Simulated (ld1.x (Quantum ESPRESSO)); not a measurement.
**Gallium: generating and testing a TM potential**

Task: generate the file, and judge it by its errors in other configurations, its logarithmic derivatives, its ghosts and its cutoff.

Method: ld1.x (Quantum ESPRESSO) 7.5, PBE, scalar-relativistic.

### Step 1. Settings

The settings as typed:

```json
{
 "element": "gallium (Ga, Z = 31)",
 "type": "norm-conserving Troullier–Martins (Kleinman–Bylander form)",
 "frozen core": "[Ar]",
 "valence charge": "13",
 "reference configuration": "3d10 4s2 4p0 (charge +1)",
 "partial waves": "4s (bound): rc 1.70 bohr; 3d (bound): rc 0.90 bohr; 4f channel at 0.15 Ry: rc 1.45 bohr; 4p (bound, empty): rc 1.75 bohr",
 "local potential": "the p channel",
 "core correction": "not asked for"
}
```

The nodes and maxima of the atom's own shells, from an earlier all-electron run, set the scale for the radii.

All-electron outer shells of the reference configuration (PBE, scalar-relativistic, ld1.x):

```csv
shell,level (eV),outermost node (bohr),outermost maximum (bohr)
3s,-156.41,0.27,0.56
3p,-107.14,0.24,0.56
3d,-27.42,–,0.53
4s,-16.33,0.80,1.85
4p,-9.07,0.87,2.32
```

### Step 2. Generation

Input file Ga.in:

```
 &input
   title='Ga', zed=31., rel=1, dft='PBE', iswitch=3,
   config='[Ar] 3d10 4s2 4p0 4f-2',
   nld=4, rlderiv=1.90, eminld=-4.0, emaxld=5.0, deld=0.02
 /
 &inputp
   pseudotype=2, tm=.true., lloc=1,
   nlcc=.false.,
   file_pseudopw='Ga.UPF', file_wfcaegen='ae.wfc', file_wfcncgen='nc.wfc', file_beta='beta', file_chi='chi'
 /
4
4S  1  0   2.00   0.00  1.70  1.70  0.0
3D  3  2  10.00   0.00  0.90  0.90  0.0
4F  4  3  -2.00   0.15  1.45  1.45  0.0
4P  2  1   0.00   0.00  1.75  1.75  0.0
 &test
   configts(1)='3d10 4s2 4p0'
 /
```

Run with:

```bash
$ ld1.x < Ga.in > Ga.out
```

Output in Ga.out (without the banner and most projector matrices):

```text
     Program LD1 v.7.5
     --------------------------- All-electron run ----------------------------

     Ga
     scalar relativistic calculation

     atomic number is 31.00
     dft =PBE   lsd =0 sic =0 latt =0  beta=0.20 tr2=1.0E-14
     Exchange-correlation= PBE
                           (   1   4   3   4   0   0   0)
     mesh =1205 r(mesh) = 101.09016 a.u. xmin = -7.00 dx = 0.01250
     1 Ry =  13.60569312 eV, c = 137.03599908

     n l     nl                  e(Ry)          e(Ha)          e(eV)
     1 0     1S 1( 2.00)      -752.5018      -376.2509    -10238.3081
     2 0     2S 1( 2.00)       -93.3869       -46.6935     -1270.5938
     2 1     2P 1( 6.00)       -81.3714       -40.6857     -1107.1147
     3 0     3S 1( 2.00)       -11.4956        -5.7478      -156.4063
     3 1     3P 1( 6.00)        -7.8749        -3.9375      -107.1435
     3 2     3D 1(10.00)        -2.0155        -1.0077       -27.4221
     4 0     4S 1( 2.00)        -1.2003        -0.6002       -16.3315
     4 1     4P 1( 0.00)        -0.6665        -0.3332        -9.0678

     final scf error:  8.6E-16 reached in  30 iterations

     Etot =   -3887.461073 Ry,   -1943.730537 Ha,  -52891.602393 eV

     Ekin =    3953.595456 Ry,    1976.797728 Ha,   53791.406505 eV
     Encl =   -9350.328861 Ry,   -4675.164431 Ha, -127217.705088 eV
     Eh   =    1659.851181 Ry,     829.925591 Ha,   22583.425801 eV
     Exc  =    -150.578849 Ry,     -75.289425 Ha,   -2048.729611 eV

     normalization and overlap integrals

     s(1S/1S) =  1.000000  <r> =   0.0486  <r2> =    0.0032  r(max) =   0.0319
     s(2S/2S) =  1.000000  <r> =   0.2178  <r2> =    0.0560  r(max) =   0.1833
     s(2P/2P) =  1.000000  <r> =   0.1907  <r2> =    0.0446  r(max) =   0.1464
     s(3S/3S) =  1.000000  <r> =   0.6519  <r2> =    0.4907  r(max) =   0.5647
     s(3P/3P) =  1.000000  <r> =   0.6792  <r2> =    0.5443  r(max) =   0.5647
     s(3D/3D) =  1.000000  <r> =   0.8075  <r2> =    0.8524  r(max) =   0.5305
     s(4S/4S) =  1.000000  <r> =   2.2170  <r2> =    5.6519  r(max) =   1.8515
     s(4P/4P) =  1.000000  <r> =   2.8611  <r2> =    9.5287  r(max) =   2.3187

     ------------------------ End of All-electron run ------------------------

     --------------------- Generating NC pseudopotential ---------------------

      Generating local pot.: lloc=1, matching radius rcloc =   1.7500

      Wfc   4S  rcut= 1.718  Using Troullier-Martins method

      Wfc   3D  rcut= 0.897  Using Troullier-Martins method

      Wfc   4F  rcut= 1.442  Using Troullier-Martins method

     ------------------- End of pseudopotential generation -------------------

     [... the all-electron block is printed once more ...]


     Computing logarithmic derivative in   1.91034
     Computing logarithmic derivative in   1.91034
     Computing the partial wave expansion
     R is outside the sphere for l=    0 j= 0.00
       no projector for channel:   1
     R is outside the sphere for l=    2 j= 0.00
     R is outside the sphere for l=    3 j= 0.00

     ---------------------- Testing the pseudopotential ----------------------

     Ga
     scalar relativistic calculation

     atomic number is 31.00   valence charge is 13.00
     dft =PBE   lsd =0 sic =0 latt =0  beta=0.20 tr2=1.0E-14
     mesh =1205 r(mesh) = 101.09016 xmin = -7.00 dx = 0.01250

     n l     nl             e AE (Ry)        e PS (Ry)    De AE-PS (Ry)
     3 2     3D   1(10.00)       -2.01549       -2.01550        0.00002
     1 0     4S   1( 2.00)       -1.20034       -1.20034        0.00000
     2 1     4P   1( 0.00)       -0.66647       -0.66647       -0.00000

     eps = 4.9E-15  iter = 14

     Etot =   -3887.461073 Ry,   -1943.730537 Ha,  -52891.602393 eV
     Etotps =  -152.532076 Ry,     -76.266038 Ha,   -2075.304623 eV

     Ekin =     229.415598 Ry,     114.707799 Ha,    3121.358229 eV
     Encl =    -271.804046 Ry,    -135.902023 Ha,   -3698.082445 eV
     Ehrt =     136.020661 Ry,      68.010330 Ha,    1850.655370 eV
     Ecxc =     -20.293549 Ry,     -10.146775 Ha,    -276.107801 eV
     Epseu=    -225.870740 Ry,    -112.935370 Ha,   -3073.127976 eV

     ---------------------- End of pseudopotential test ----------------------
```

Run time: 1.2 s. Hardware: 1 thread of Neoverse-V2, shared host. (Generation and the later configuration tests together.)

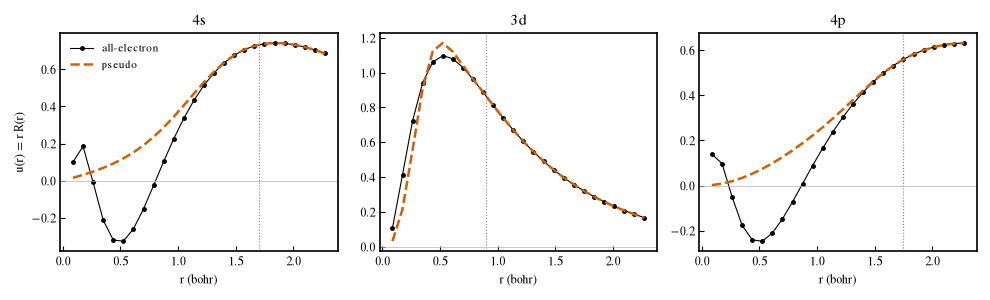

Bound waves of the atom and their pseudo partners (4s, 3d, 4p), with the matching radii dotted. The curves join 26 sampled radii, too few to resolve the innermost nodes.

### Step 3. Transferability test

Input file Ga.test.in:

```
 &input
   title='Ga', zed=31., rel=1, dft='PBE', iswitch=2,
   config='[Ar] 3d10 4s2 4p0 4f-2'
 /
 &test
   file_pseudo='Ga.UPF', nconf=8,
   configts(1)='3d10 4s2 4p0',
   configts(2)='3d10 4s2 4p1',
   configts(3)='3d10 4s1 4p0',
   configts(4)='3d10 4s0 4p0',
   configts(5)='3d9 4s2 4p1',
   configts(6)='3d10 4s2 4p0.5',
   configts(7)='3d9 4s0 4p0',
   configts(8)='3d10 4s1 4p1'
 /
```

Run with:

```bash
$ ld1.x < Ga.test.in > Ga.test.out
```

Ga.test.out, the pseudopotential blocks, each with the warnings that came before it:

```text
     ---------------------- Testing the pseudopotential ----------------------

     Ga
     scalar relativistic calculation

     atomic number is 31.00   valence charge is 13.00
     dft =PBE   lsd =0 sic =0 latt =0  beta=0.20 tr2=1.0E-14
     mesh =1205 r(mesh) = 101.09016 xmin = -7.00 dx = 0.01250

     n l     nl             e AE (Ry)        e PS (Ry)    De AE-PS (Ry)
     3 2     3D   1(10.00)       -2.01549       -2.01550        0.00002
     1 0     4S   1( 2.00)       -1.20034       -1.20034        0.00000
     2 1     4P   1( 0.00)       -0.66647       -0.66647       -0.00000

     eps = 3.2E-15  iter = 15

     Etot =   -3887.461073 Ry,   -1943.730537 Ha,  -52891.602393 eV
     Etotps =  -152.532077 Ry,     -76.266038 Ha,   -2075.304627 eV

     Ekin =     229.415599 Ry,     114.707799 Ha,    3121.358231 eV
     Encl =    -271.804047 Ry,    -135.902023 Ha,   -3698.082447 eV
     Ehrt =     136.020661 Ry,      68.010331 Ha,    1850.655373 eV
     Ecxc =     -20.293549 Ry,     -10.146775 Ha,    -276.107802 eV
     Epseu=    -225.870741 Ry,    -112.935370 Ha,   -3073.127982 eV

     ---------------------- End of pseudopotential test ----------------------

     ---------------------- Testing the pseudopotential ----------------------

     Ga
     scalar relativistic calculation

     atomic number is 31.00   valence charge is 13.00
     dft =PBE   lsd =0 sic =0 latt =0  beta=0.20 tr2=1.0E-14
     mesh =1205 r(mesh) = 101.09016 xmin = -7.00 dx = 0.01250

     n l     nl             e AE (Ry)        e PS (Ry)    De AE-PS (Ry)
     3 2     3D   1(10.00)       -1.40782       -1.41064        0.00282
     1 0     4S   1( 2.00)       -0.65769       -0.65765       -0.00004
     2 1     4P   1( 1.00)       -0.18956       -0.18963        0.00007

     eps = 3.3E-15  iter = 20

     Etot =   -3887.879138 Ry,   -1943.939569 Ha,  -52897.290452 eV
     Etotps =  -152.950231 Ry,     -76.475116 Ha,   -2080.993912 eV
     dEtot_ae =      -0.418065 Ry
     dEtot_ps =      -0.418155 Ry,   Delta E=       0.000090 Ry

     Ekin =     229.491971 Ry,     114.745986 Ha,    3122.397334 eV
     Encl =    -279.729885 Ry,    -139.864943 Ha,   -3805.918974 eV
     Ehrt =     143.492358 Ry,      71.746179 Ha,    1952.312992 eV
     Ecxc =     -20.648824 Ry,     -10.324412 Ha,    -280.941559 eV
     Epseu=    -225.555852 Ry,    -112.777926 Ha,   -3068.843706 eV

     ---------------------- End of pseudopotential test ----------------------

     ---------------------- Testing the pseudopotential ----------------------

     Ga
     scalar relativistic calculation

     atomic number is 31.00   valence charge is 13.00
     dft =PBE   lsd =0 sic =0 latt =0  beta=0.20 tr2=1.0E-14
     mesh =1205 r(mesh) = 101.09016 xmin = -7.00 dx = 0.01250

     n l     nl             e AE (Ry)        e PS (Ry)    De AE-PS (Ry)
     3 2     3D   1(10.00)       -2.89274       -2.88776       -0.00498
     1 0     4S   1( 1.00)       -1.91606       -1.91423       -0.00183
     2 1     4P   1( 0.00)       -1.30377       -1.30279       -0.00098

     eps = 1.7E-15  iter = 23

     Etot =   -3885.908206 Ry,   -1942.954103 Ha,  -52870.474558 eV
     Etotps =  -150.979568 Ry,     -75.489784 Ha,   -2054.181667 eV
     dEtot_ae =       1.552867 Ry
     dEtot_ps =       1.552509 Ry,   Delta E=       0.000358 Ry

     Ekin =     230.433269 Ry,     115.216634 Ha,    3135.204341 eV
     Encl =    -260.429472 Ry,    -130.214736 Ha,   -3543.323474 eV
     Ehrt =     126.064692 Ry,      63.032346 Ha,    1715.197516 eV
     Ecxc =     -19.763837 Ry,      -9.881919 Ha,    -268.900707 eV
     Epseu=    -227.284220 Ry,    -113.642110 Ha,   -3092.359342 eV

     ---------------------- End of pseudopotential test ----------------------

     ---------------------- Testing the pseudopotential ----------------------

     Ga
     scalar relativistic calculation

     atomic number is 31.00   valence charge is 13.00
     dft =PBE   lsd =0 sic =0 latt =0  beta=0.20 tr2=1.0E-14
     mesh =1205 r(mesh) = 101.09016 xmin = -7.00 dx = 0.01250

     n l     nl             e AE (Ry)        e PS (Ry)    De AE-PS (Ry)
     3 2     3D   1(10.00)       -3.85756       -3.84090       -0.01667  !
     1 0     4S   1( 0.00)       -2.68834       -2.67741       -0.01092  !
     2 1     4P   1( 0.00)       -1.99942       -1.99309       -0.00634  !

     eps = 8.3E-16  iter =  7

     Etot =   -3883.609747 Ry,   -1941.804873 Ha,  -52839.202424 eV
     Etotps =  -148.686591 Ry,     -74.343295 Ha,   -2022.984124 eV
     dEtot_ae =       3.851327 Ry
     dEtot_ps =       3.845486 Ry,   Delta E=       0.005841 Ry

     Ekin =     231.633769 Ry,     115.816885 Ha,    3151.537980 eV
     Encl =    -248.030387 Ry,    -124.015194 Ha,   -3374.625334 eV
     Ehrt =     116.001620 Ry,      58.000810 Ha,    1578.282439 eV
     Ecxc =     -19.247610 Ry,      -9.623805 Ha,    -261.877069 eV
     Epseu=    -229.043983 Ry,    -114.521991 Ha,   -3116.302139 eV

     ---------------------- End of pseudopotential test ----------------------

     Warning: n=3, l=2 expected 0 nodes, found 1
     ---------------------- Testing the pseudopotential ----------------------

     Ga
     scalar relativistic calculation

     atomic number is 31.00   valence charge is 13.00
     dft =PBE   lsd =0 sic =0 latt =0  beta=0.20 tr2=1.0E-14
     mesh =1205 r(mesh) = 101.09016 xmin = -7.00 dx = 0.01250

     n l     nl             e AE (Ry)        e PS (Ry)    De AE-PS (Ry)
     3 2     3D   1( 9.00)       -2.71320       -2.83691        0.12372  !
     1 0     4S   1( 2.00)       -1.42025       -1.41787       -0.00239
     2 1     4P   1( 1.00)       -0.81681       -0.81467       -0.00214

     eps = 2.9E-15  iter = 23

     Etot =   -3885.843536 Ry,   -1942.921768 Ha,  -52869.594673 eV
     Etotps =  -150.854550 Ry,     -75.427275 Ha,   -2052.480716 eV
     dEtot_ae =       1.617538 Ry
     dEtot_ps =       1.677527 Ry,   Delta E=      -0.059989 Ry

     Ekin =     218.394571 Ry,     109.197285 Ha,    2971.409509 eV
     Encl =    -263.616097 Ry,    -131.808049 Ha,   -3586.679719 eV
     Ehrt =     127.386727 Ry,      63.693364 Ha,    1733.184720 eV
     Ecxc =     -19.221210 Ry,      -9.610605 Ha,    -261.517886 eV
     Epseu=    -213.798541 Ry,    -106.899271 Ha,   -2908.877339 eV

     ---------------------- End of pseudopotential test ----------------------

     ---------------------- Testing the pseudopotential ----------------------

     Ga
     scalar relativistic calculation

     atomic number is 31.00   valence charge is 13.00
     dft =PBE   lsd =0 sic =0 latt =0  beta=0.20 tr2=1.0E-14
     mesh =1205 r(mesh) = 101.09016 xmin = -7.00 dx = 0.01250

     n l     nl             e AE (Ry)        e PS (Ry)    De AE-PS (Ry)
     3 2     3D   1(10.00)       -1.68964       -1.69132        0.00168
     1 0     4S   1( 2.00)       -0.91338       -0.91337       -0.00002
     2 1     4P   1( 0.50)       -0.41320       -0.41324        0.00004

     eps = 7.6E-15  iter = 14

     Etot =   -3887.729917 Ry,   -1943.864958 Ha,  -52895.260192 eV
     Etotps =  -152.800965 Ry,     -76.400482 Ha,   -2078.963037 eV
     dEtot_ae =      -0.268843 Ry
     dEtot_ps =      -0.268888 Ry,   Delta E=       0.000045 Ry

     Ekin =     229.440720 Ry,     114.720360 Ha,    3121.700021 eV
     Encl =    -276.055180 Ry,    -138.027590 Ha,   -3755.922065 eV
     Ehrt =     139.956856 Ry,      69.978428 Ha,    1904.210039 eV
     Ecxc =     -20.482743 Ry,     -10.241372 Ha,    -278.681917 eV
     Epseu=    -225.660618 Ry,    -112.830309 Ha,   -3070.269115 eV

     ---------------------- End of pseudopotential test ----------------------

     ---------------------- Testing the pseudopotential ----------------------

     Ga
     scalar relativistic calculation

     atomic number is 31.00   valence charge is 13.00
     dft =PBE   lsd =0 sic =0 latt =0  beta=0.20 tr2=1.0E-14
     mesh =1205 r(mesh) = 101.09016 xmin = -7.00 dx = 0.01250

     n l     nl             e AE (Ry)        e PS (Ry)    De AE-PS (Ry)
     3 2     3D   1( 9.00)       -5.56487       -5.66306        0.09819  !
     1 0     4S   1( 0.00)       -3.74360       -3.71201       -0.03159  !
     2 1     4P   1( 0.00)       -2.94776       -2.93574       -0.01202  !

     eps = 4.1E-15  iter =  7

     Etot =   -3878.914899 Ry,   -1939.457449 Ha,  -52775.325765 eV
     Etotps =  -143.953182 Ry,     -71.976591 Ha,   -1958.582820 eV
     dEtot_ae =       8.546175 Ry
     dEtot_ps =       8.578895 Ry,   Delta E=      -0.032720 Ry

     Ekin =     219.576009 Ry,     109.788004 Ha,    2987.483793 eV
     Encl =    -227.315731 Ry,    -113.657866 Ha,   -3092.788080 eV
     Ehrt =      98.180178 Ry,      49.090089 Ha,    1335.809379 eV
     Ecxc =     -17.524455 Ry,      -8.762227 Ha,    -238.432351 eV
     Epseu=    -216.869184 Ry,    -108.434592 Ha,   -2950.655561 eV

     ---------------------- End of pseudopotential test ----------------------

     ---------------------- Testing the pseudopotential ----------------------

     Ga
     scalar relativistic calculation

     atomic number is 31.00   valence charge is 13.00
     dft =PBE   lsd =0 sic =0 latt =0  beta=0.20 tr2=1.0E-14
     mesh =1205 r(mesh) = 101.09016 xmin = -7.00 dx = 0.01250

     n l     nl             e AE (Ry)        e PS (Ry)    De AE-PS (Ry)
     3 2     3D   1(10.00)       -2.14975       -2.14981        0.00006
     1 0     4S   1( 1.00)       -1.28054       -1.28016       -0.00038
     2 1     4P   1( 1.00)       -0.73071       -0.73065       -0.00006

     eps = 8.0E-15  iter = 26

     Etot =   -3886.919219 Ry,   -1943.459609 Ha,  -52884.230082 eV
     Etotps =  -151.990298 Ry,     -75.995149 Ha,   -2067.933354 eV
     dEtot_ae =       0.541855 Ry
     dEtot_ps =       0.541779 Ry,   Delta E=       0.000076 Ry

     Ekin =     230.335084 Ry,     115.167542 Ha,    3133.868465 eV
     Encl =    -270.097670 Ry,    -135.048835 Ha,   -3674.866012 eV
     Ehrt =     134.484814 Ry,      67.242407 Ha,    1829.759114 eV
     Ecxc =     -20.175533 Ry,     -10.087767 Ha,    -274.502117 eV
     Epseu=    -226.536993 Ry,    -113.268496 Ha,   -3082.192804 eV

     ---------------------- End of pseudopotential test ----------------------
```

Energies count from the reference configuration 3d10 4s2 4p0; the error is all-electron less pseudo. A star marks tests that logged a warning.

| valence configuration | charge | ΔE all-electron (eV) | error AE − PS (meV) |
| --- | --- | --- | --- |
| 3d10 4s2 4p1 | 0 | -5.688 | +1.2 |
| 3d10 4s1 4p0 | +2 | 21.128 | +4.9 |
| 3d10 4s0 4p0 | +3 | 52.400 | +79 |
| 3d9 4s2 4p1 * | +1 | 22.008 | -816 |
| 3d10 4s2 4p0.5 | +0.5 | -3.658 | +0.6 |
| 3d9 4s0 4p0 | +4 | 116.277 | -445 |
| 3d10 4s1 4p1 | +1 | 7.372 | +1.0 |

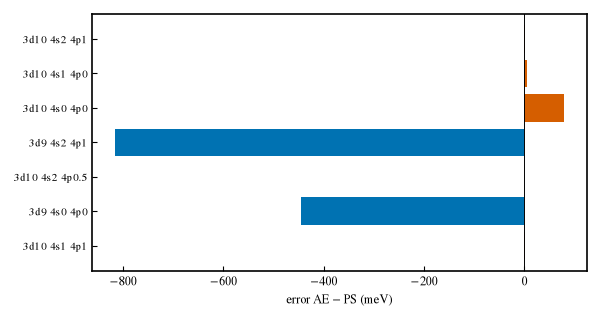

Error of the potential in each test configuration.

### Step 4. Logarithmic derivatives

Taken from the files of the generation run. The phase is arctan(r·u′/u) with u = r·R, unwrapped, with energies in Ry. A pole is an energy at which the radial function vanishes at the test radius. The pseudo phase is shifted by a multiple of π to meet the all-electron one at the reference energy. Levels narrower than the energy grid can be missing from the poles. The last column is the largest difference on the grid between −1 and +1 Ry.

| channel | radius (bohr) | reference (Ry) | poles AE | poles PS | window around the reference with phases within 0.05 rad (Ry) | largest difference near zero (rad) |
| --- | --- | --- | --- | --- | --- | --- |
| s | 1.91 | -1.20 | 2.83 | 3.36 | below 4.9 | 0.015 |
| p | 1.91 | -0.67 | 4.42 | 3.72 | below 4.1 | 0.025 |
| d | 1.91 | -2.02 | -1.81 | -1.80 | -2.2 to -0.5 | 0.165 |
| f | 1.91 | 0.15 | none | none | the whole range | 0.000 |

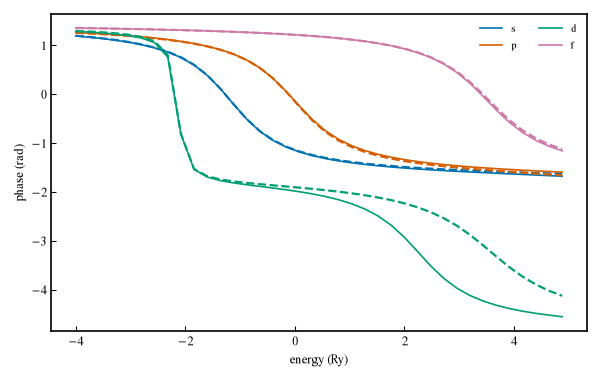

Phases by channel: all-electron solid, pseudo dashed.

### Step 5. Plane-wave convergence, by spherical Bessel functions

This step uses the generator's waves and projectors in a separate script. Basis: spherical Bessel functions vanishing at 20 bohr, q² up to the cutoff; potential fixed at the reference.

All-electron valence levels (Ry): 4s -1.2003, 3d -2.0155, 4p -0.6665. The lowest levels of each channel (Ry) by cutoff; the last column sums, over occupied levels, occupation times the distance from the level at 400 Ry. A positive value at high cutoff is not a bound level.

```tsv
cutoff (Ry)	s #1	s #2	d #1	f #1	p #1	Σ f·Δε (mRy)
8	-15.1221	-1.1563	-0.1993	-0.0487	-0.6625	18247.9
25	-28.0564	-1.1971	-0.1998	-0.0487	-0.6658	18160.8
50	-31.5696	-1.2002	-0.2053	-0.0487	-0.6664	18100.1
100	-31.8963	-1.2003	-0.4490	-0.0487	-0.6665	15662.6
180	-31.9326	-1.2003	-1.8994	-0.0487	-0.6665	1158.3
300	-31.9337	-1.2003	-2.0151	-0.0487	-0.6665	1.8
400	-31.9338	-1.2003	-2.0153	-0.0487	-0.6665	0.0
```

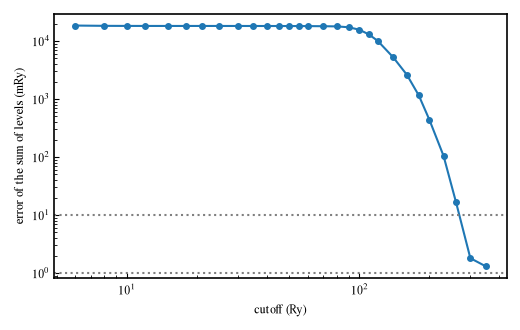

Occupation-weighted error of the valence levels against the cutoff; the dotted lines mark 10 and 1 mRy.

The sum stays within 10 mRy from 300 Ry and within 1 mRy only somewhere over 300 Ry. The sum leaves out empty levels, which can need more. Ghost test: ghost state, bound below the all-electron valence or empty levels of the same l: s at -434.5 eV.

### Step 6. What came out

| quantity | value |
| --- | --- |
| cutoffs for 10 and 1 mRy, occupied levels | 300 Ry and over 300 Ry |
| bound ghosts | s at -434.48 eV |
| largest test error (AE − PS) | -816 meV, for 3d9 4s2 4p1 (this test logged a warning) |
| largest phase difference near zero energy, channels read | 0.165 rad |

A bound ghost (s) makes it unfit for use: electrons can fall into a state that the atom doesn't have. By total energies transferability is poor: the largest error is 816 meV on 22.0 eV, for 3d9 4s2 4p1. The potential is very hard: the looser tolerance needs 300 Ry. The tighter tolerance needs over 300 Ry, and converged work needs a cutoff nearer that. The slowest occupied level is 3d: taken alone it needs 300 Ry to come within 1 mRy, against 35 Ry for 4s. Near zero energy the largest phase difference among the channels read is 0.16 rad, in the d channel.
